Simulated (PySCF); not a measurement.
In(F)(Br)(Me), SMILES [F][In]([Br])[CH3] (CH₃BrFIn) at its B3LYP/def2-SVP optimised geometry (Å):

```
7

In    -0.0879     0.1708     0.0000
F      1.8822     0.1708     0.0000
Br    -0.9554     2.5162     0.0000
C     -1.1960    -1.6823     0.0019
H     -1.8822    -1.6821    -0.8558
H     -1.7705    -1.7425     0.9364
H     -0.4857    -2.5162    -0.0687
```

Method: B3LYP/def2-TZVP, def2 effective core potentials past Kr in PySCF. The core electrons that the potentials of In replace are not part of the density.

Map of the log10 of the electron density (e/bohr³), floored at −4 on the plane z = 0.6 Å:

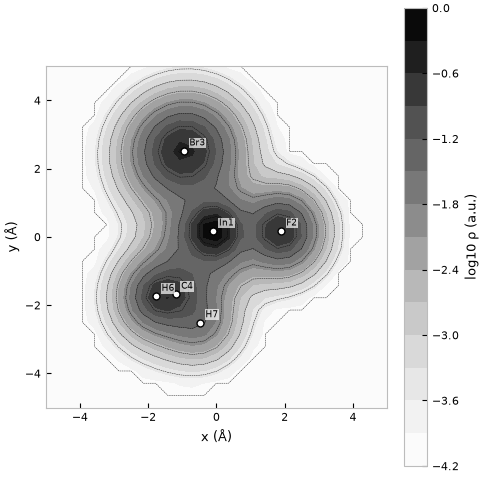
Figure. Log10 of the electron density (e/bohr³), floored at −4 on the plane z = 0.6 Å.
